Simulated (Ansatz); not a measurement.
# AlH5N2O: what the fields show

Input

```
crystal:
  periodic: [false, false, false]
  atoms:
    - {symbol: N, position_ang: [-0.364230, 1.207867, -1.153117]}
    - {symbol: Al, position_ang: [-0.188439, 0.054218, 0.168162]}
    - {symbol: N, position_ang: [1.100059, -1.156777, 0.164636]}
    - {symbol: O, position_ang: [-1.315503, 0.170150, 1.432691]}
    - {symbol: H, position_ang: [0.220759, 1.263824, -1.968671]}
    - {symbol: H, position_ang: [-1.082831, 1.911159, -1.186165]}
    - {symbol: H, position_ang: [1.789247, -1.260802, -0.561101]}
    - {symbol: H, position_ang: [1.253202, -1.842355, 0.884448]}
    - {symbol: H, position_ang: [-1.323763, -0.393482, 2.202016]}
basis:
  gaussian: {orbitals: def2-TZVPP}
hamiltonian: {xc: pbe0, dispersion: d4}
output: {orbitals: {seedname: orbitals}}
```

Command:

```sh
ansatz run in.yaml --threads 2 --pin off --events-out ev --progress --plain --max-ram 32768MiB --backend cpu
```

Geometry: PBE0-D4/def2-TZVP.

All numbers below come from RKS PBE0-D4/def2-TZVPP in Ansatz 0.2.0.

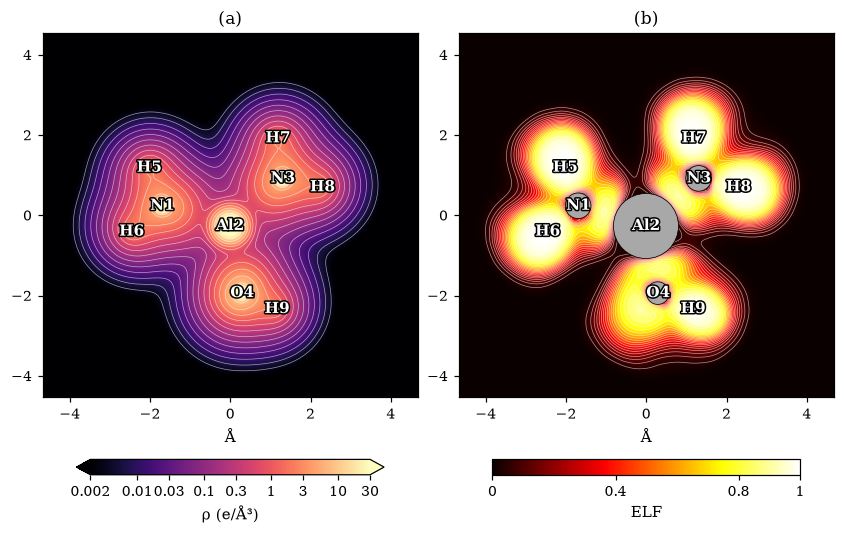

Figure 1. (a) electron density; (b) ELF on the molecular plane. Grey discs cover the atomic cores in the ELF map.

Interpret the plot.

The section cuts through N, Al, O and H sites. Al–O (1.70 Å): the density is about 0.9 e/Å³ at the midpoint; the ELF peaks at about 0.85 in the valence shell of O, 0.6 Å from its nucleus, and is about 0.45 at the midpoint. Al–N (1.76 Å): ρ at the midpoint is about 0.87 e/Å³; the ELF peaks at about 0.90 in the valence shell of N, 0.7 Å from its nucleus, and is about 0.65 at the midpoint. O–H (0.95 Å): the density is about 3.8 e/Å³ at the midpoint; the ELF climbs to about 1 towards the hydrogen, as it does in any bond to H: a covalent bond by its length. N–H (1.01 Å): ρ at the midpoint is about 2.9 e/Å³; the ELF climbs to about 1 towards the hydrogen; an ordinary covalent bond to hydrogen. The ELF also peaks beside O4, away from the bonds: lone-pair regions.

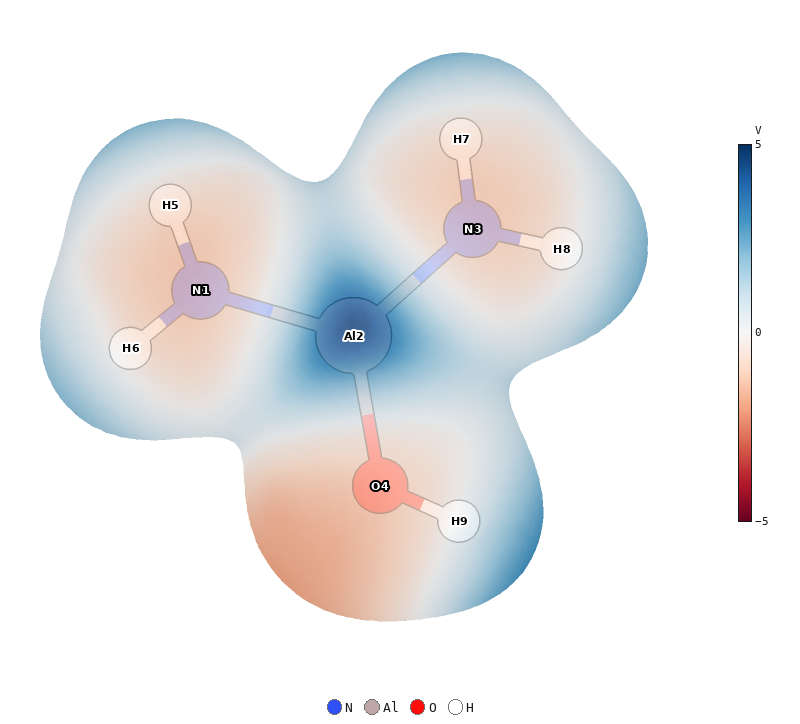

Figure 2. The electrostatic potential painted on the density surface at 0.004 e/bohr³, seen across its widest extent; red is negative and blue positive.

Which sites attract a positive test charge, and which a negative one?

A positive charge is drawn to the negative regions and a negative charge to the positive ones. The most negative region (about −1.9 V, or −44 kcal/mol for a unit charge) lies over O4, the most positive (about +4.3 V, or +99 kcal/mol for a unit charge) over Al2. O4 is the likeliest acceptor of a hydrogen bond.

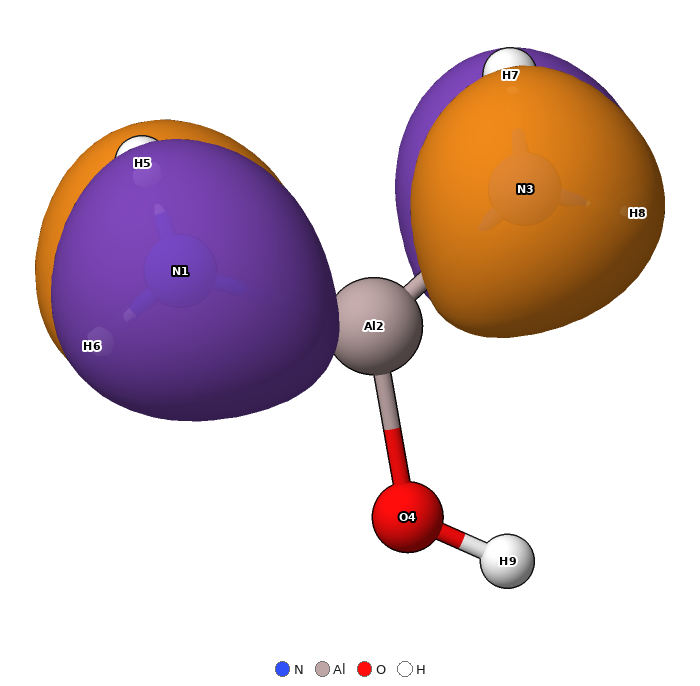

Figure 3. The HOMO at ±0.08 Å⁻³ᐟ² (orange and purple are the two phases), seen across its widest extent.

What is the character of this orbital?

Its weight (Hirshfeld) is mainly on N1 (about 45 %) and N3 (about 30 %); it changes sign across the molecular plane (π type); π-antibonding (a node) across Al2–N3. Its energy is −6.89 eV.

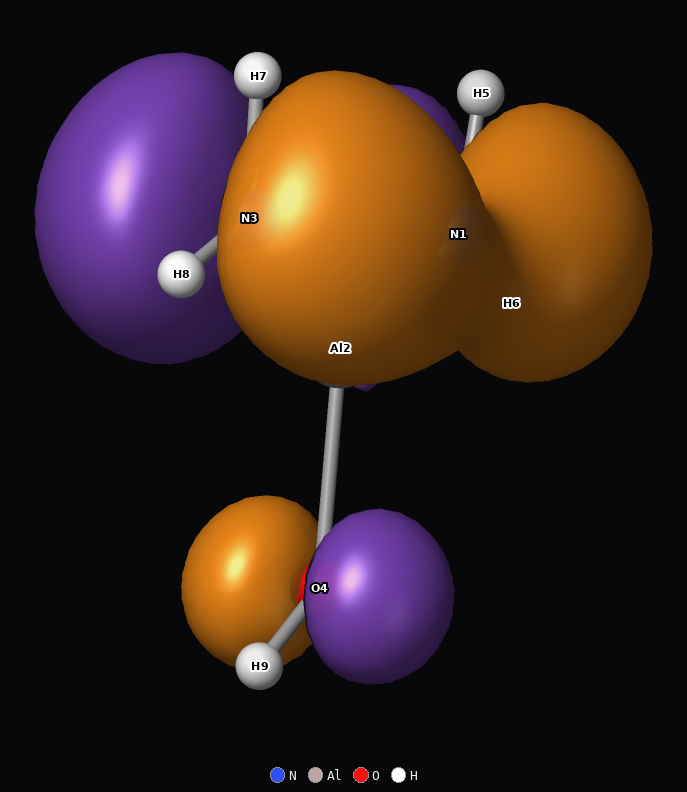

Figure 4. The HOMO−1 at ±0.1 Å⁻³ᐟ² (orange and purple are the two phases), seen at an oblique angle.

What is the character of this orbital?

Its weight (Hirshfeld) is mainly on N3 (about 40 %), N1 (about 25 %), Al2 (about 15 %) and O4 (about 5 %); it changes sign across the molecular plane (π type); π-bonding across N1–Al2 and Al2–N3; π-antibonding (a node) across Al2–O4. Its energy is −7.42 eV.
